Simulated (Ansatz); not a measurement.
## Electronic structure of C₃H₁₁NOSi (SMILES CC(C)(N)[SiH2]O) in real space

The calculation's input:

```
crystal:
  periodic: [false, false, false]
  atoms:
    - { symbol: C, position_ang: [-0.4957, -1.2436, 0.8719] }
    - { symbol: C, position_ang: [-0.0629, -0.2643, -0.2634] }
    - { symbol: C, position_ang: [1.4371, -0.3775, -0.4263] }
    - { symbol: "N", position_ang: [-0.6247, -0.6773, -1.53] }
    - { symbol: Si, position_ang: [-0.5906, 1.5946, 0.0878] }
    - { symbol: O, position_ang: [0.0707, 2.1784, 1.5232] }
    - { symbol: H, position_ang: [-0.0741, -0.9247, 1.8296] }
    - { symbol: H, position_ang: [-0.2294, -2.2231, 0.6488] }
    - { symbol: H, position_ang: [-1.6302, -1.1463, 1.0198] }
    - { symbol: H, position_ang: [1.8528, 0.261, -1.1953] }
    - { symbol: H, position_ang: [1.7578, -1.4094, -0.6179] }
    - { symbol: H, position_ang: [2.0035, -0.0766, 0.527] }
    - { symbol: H, position_ang: [-0.3582, -0.1335, -2.3254] }
    - { symbol: H, position_ang: [-0.4952, -1.6527, -1.6975] }
    - { symbol: H, position_ang: [-0.1365, 2.4456, -1.0112] }
    - { symbol: H, position_ang: [-2.0599, 1.7177, 0.2656] }
    - { symbol: H, position_ang: [-0.3837, 1.9311, 2.3338] }
basis:
  gaussian: { orbitals: def2-SVP }
hamiltonian:
  xc: lda
relax:
  f_tol: 0.015
  max_steps: 40
output:
  orbitals: {}
```

Launched as:

```sh
ansatz run input.yaml --threads 2 --pin off --max-ram 3072MiB --backend cpu --events-out ev --progress --plain --runs-dir out
```

The fields are those of the run's last geometry, not of the input's.

Method: Ansatz, RKS LDA/def2-SVP.

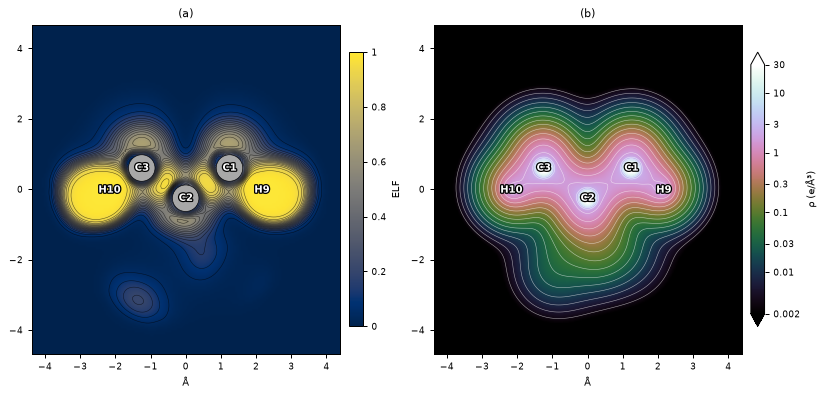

Figure 1. (a) ELF; (b) total electron density on the plane of atoms C2, C1 and H9. Grey discs cover the atomic cores in the ELF map.

Describe what can be read from this map.

The section cuts through C and H sites. C–C (1.51 Å): the density is about 1.7 e/Å³ at the midpoint; the ELF peaks at about 0.95 between the atoms (localised, covalent bonding). C–H (1.11 Å): ρ is about 1.9 e/Å³ halfway; the ELF climbs to about 1 towards the hydrogen, as it does in any bond to H; a covalent bond by its length.

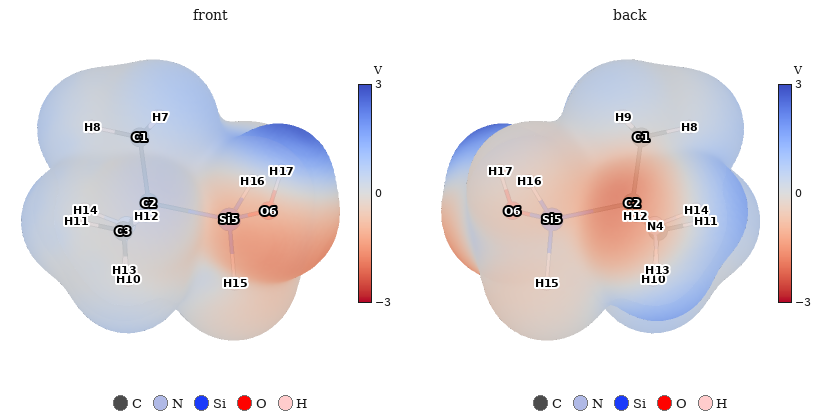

Figure 2. The molecular electrostatic potential painted on the density surface at 0.002 e/bohr³, seen from the front and from behind; red is negative and blue positive.

Where is the surface potential most negative and most positive?

The most negative region (about −1.6 V) lies over N4, the most positive (about +2.4 V) over H17. N4 is the likeliest acceptor of a hydrogen bond.

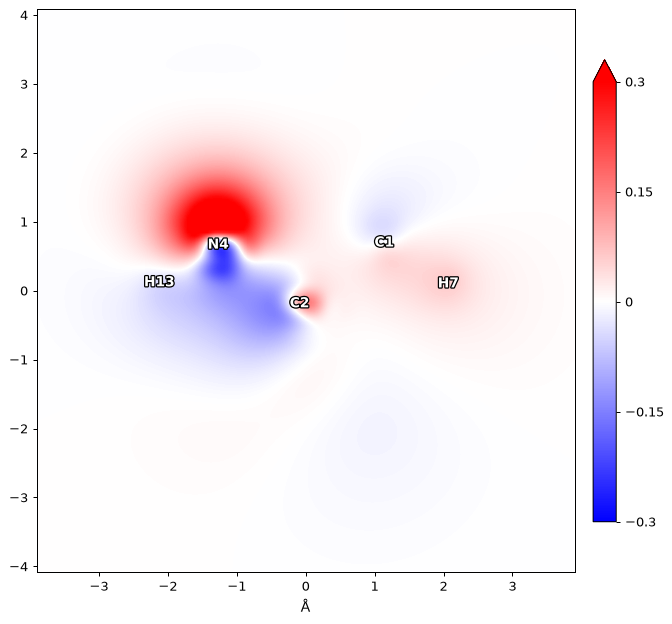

Figure 3. The HOMO on the plane of atoms C1, C2 and N4 (values in Å⁻³ᐟ²; the overall sign is arbitrary).

Where does this orbital lie, and at what energy?

Its weight (Hirshfeld) is mainly on N4 (about 50 %), C2 (about 15 %), Si5 (about 10 %) and C3 (about 5 %). Its energy is −5.19 eV.
